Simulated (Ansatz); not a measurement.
# CuH4NO: what the fields show

Input

```
crystal:
  periodic: [false, false, false]
  atoms:
    - {symbol: Cu, position_ang: [-0.033022, 0.060314, -0.689315]}
    - {symbol: N, position_ang: [-0.062211, 0.089116, 1.218326]}
    - {symbol: H, position_ang: [-0.492188, 0.945951, 1.561151]}
    - {symbol: H, position_ang: [0.875496, 0.042281, 1.610421]}
    - {symbol: H, position_ang: [-0.593154, -0.690600, 1.599727]}
    - {symbol: O, position_ang: [-0.078847, 0.152486, -2.457399]}
    - {symbol: H, position_ang: [0.383926, -0.599558, -2.842901]}
basis:
  gaussian: {orbitals: def2-TZVP, initial_orbitals: start.molden}
hamiltonian: {xc: pbe0, dispersion: d4}
scf: {omitted_lower_state_checks: [starts]}
output: {orbitals: {seedname: orbitals}}
```

Command:

```sh
ansatz run in.yaml --threads 4 --pin off --events-out ev --progress --plain --max-ram 3916MiB
```

Geometry: r2SCAN-D4/def2-TZVP.

Theory: RKS PBE0-D4/def2-TZVP (Ansatz 0.2.0).

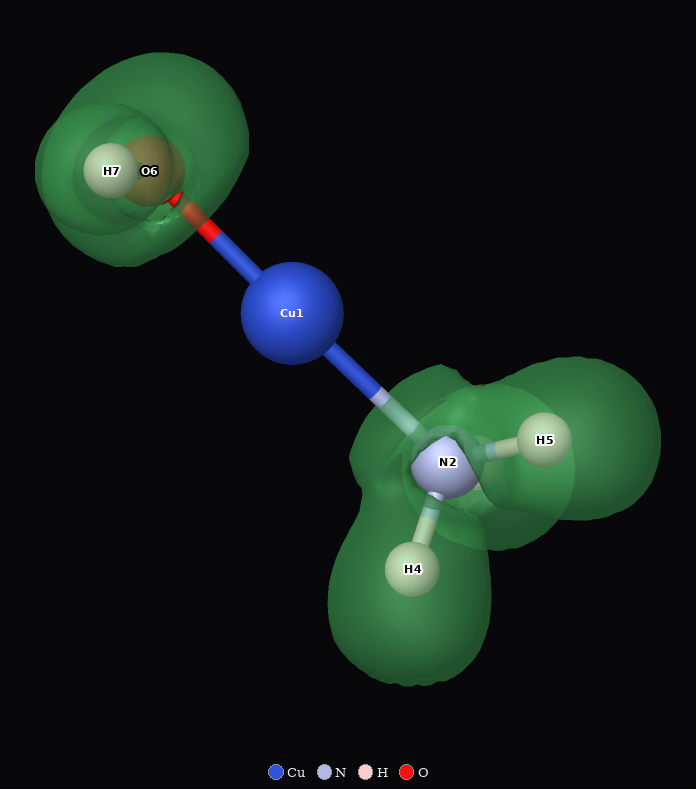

Figure 1. Isosurface of the electron localisation function at 0.75 (green), seen at an oblique angle. Core shells and regions of very low density are left out.

> Identify the bonds, lone pairs and shells in this picture.

At this value the surface marks out one joined region spread over several atoms (H, N), in which their bonds and any lone pairs are merged and one joined region spread over several atoms (H, O), in which their bonds and any lone pairs are merged. Along the contacts the grid gives the following. Cu–O (1.77 Å): the ELF peaks at about 0.85 in the valence shell of O, 0.6 Å from its nucleus, and is about 0.25 at the midpoint. Cu–N (1.91 Å): the ELF peaks at about 0.95 in the valence shell of N, 0.6 Å from its nucleus, and is about 0.25 at the midpoint.

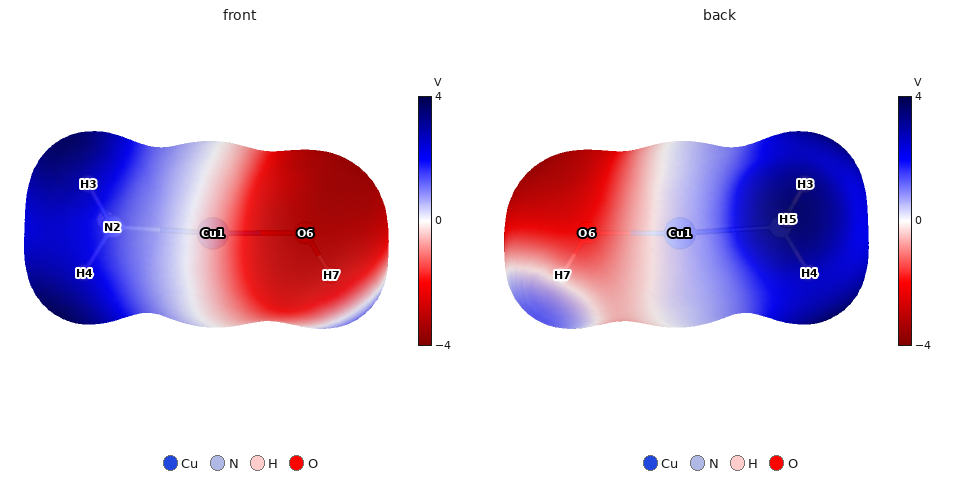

Figure 2. The molecular electrostatic potential painted on the density surface at 0.004 e/bohr³, seen from the front and from behind; red is negative and blue positive.

> Where is the surface potential most negative and most positive?

The most negative region (about −3.5 V) lies over O6, the most positive (about +3.8 V) over H3, H4 and H5. O6 is the likeliest acceptor of a hydrogen bond.

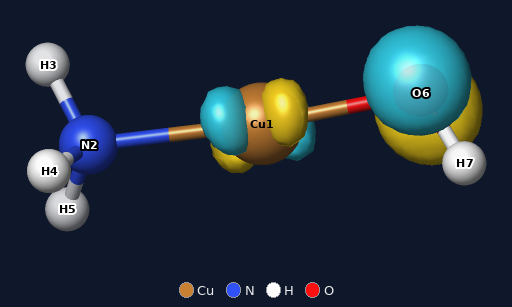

Figure 3. The HOMO at ±0.3 Å⁻³ᐟ² (yellow and cyan are the two phases), seen at a tilt.

> What is the character of this orbital?

By Hirshfeld shares it lies mainly on O6 (about 65 %) and Cu1 (about 30 %). Its energy is −5.63 eV.
